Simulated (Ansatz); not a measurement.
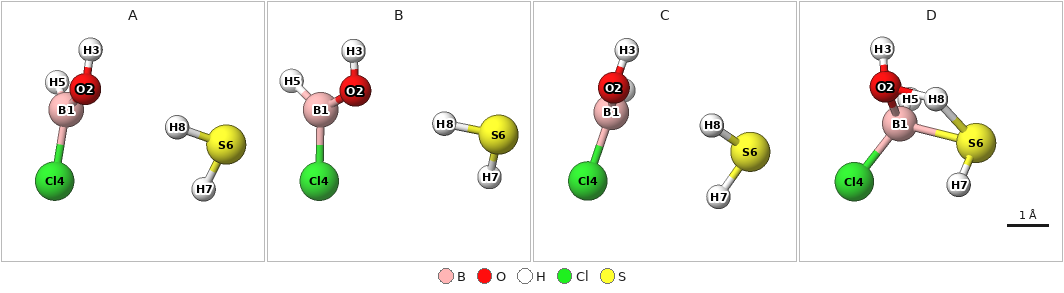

4 geometries from a converged minimum-energy path of BH4SOCl, made up at the start of BH$_{2}$OCl and H2S, shuffled. Style: ball-and-stick. Shown at a tilt.

Level of theory: RKS BLYP/6-31G* (Ansatz 0.2.0). Run with 5 movable images; climbing image; force threshold 0.05 eV/Å; iteration limit 60; starting path through a guess of the saddle point.

### Which of them lies highest in energy?

D. In order along the path, whose images run from 0 to 6: B (image 1, +0.2 kcal/mol), A (image 2, +0.6 kcal/mol), C (image 3, +1.3 kcal/mol), D (image 5, +28.4 kcal/mol). Breaking: B1–O2 (1.36 → 1.55 at the top → 1.83 Å), S6–H8 (1.36 → 1.62 at the top → 2.60 Å). Forming: B1–S6 (4.86 → 2.12 at the top → 1.89 Å), O2–H8 (2.37 → 1.32 at the top → 0.99 Å).

Limits of the set-up: the start holds two separate molecules, 2.4 Å apart at their closest, whose relative position is a soft coordinate and is computed without a dispersion correction.

The run took 4.6 min on 1 thread of Arm Neoverse V2, on a shared host, peak memory 0.12 GiB.
